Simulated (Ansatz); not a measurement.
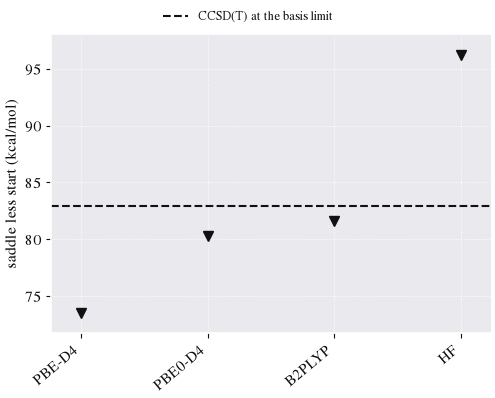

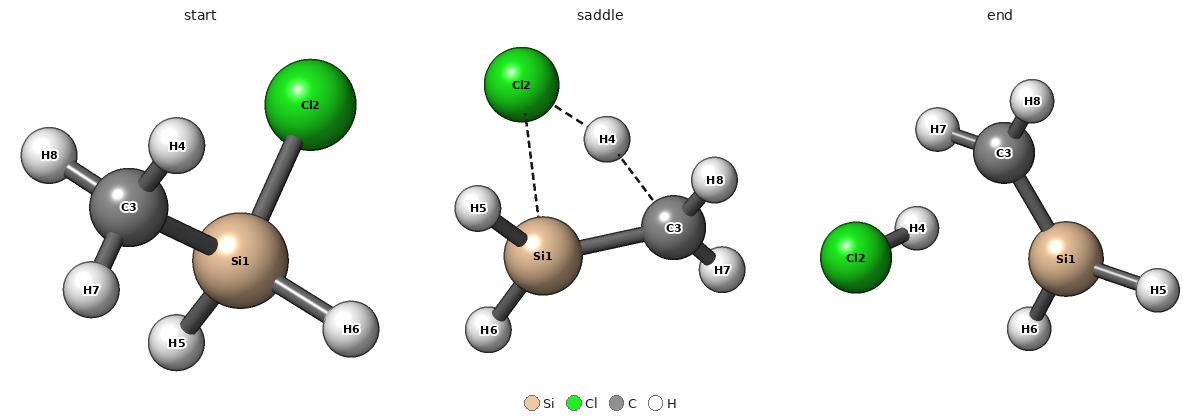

Height of the saddle over the start in one step of CH₅ClSi at several levels. In the step Cl2–H4 (3.39 → 1.45 → 1.31 Å) forms; Si1–Cl2 (2.06 → 2.84 → 4.00 Å) and C3–H4 (1.09 → 1.72 → 2.14 Å) break (lengths at start, saddle and end; changes of bond order aren't listed). Electronic energies at PBE0-D4/def2-TZVP geometries, energies in def2-TZVPP, the Ansatz code; cores frozen in correlated methods, no zero-point terms. Start and end are the structures at the ends of the path (complexes, where there are several molecules). The line is the MP2 basis limit plus CCSD(T) less MP2 in triple zeta. B2PLYP holds a correlation term that converges slowly with the basis, so part of the distance to the limit is basis error. No dispersion term is added to B2PLYP.

Q: What range do the values span, the line included?

A: From 73.5 kcal/mol (PBE-D4) to 96.2 kcal/mol (HF).

Q: Give the values.

A:
```csv
level,kcal/mol,less CCSD(T) at the basis limit
PBE-D4,73.5,−9.4
PBE0-D4,80.3,−2.6
B2PLYP,81.6,−1.3
HF,96.2,13.3
CCSD(T) at the basis limit,82.9,0.0
```

Caveats, for all or some of the runs: restricted reference unstable towards unrestricted.
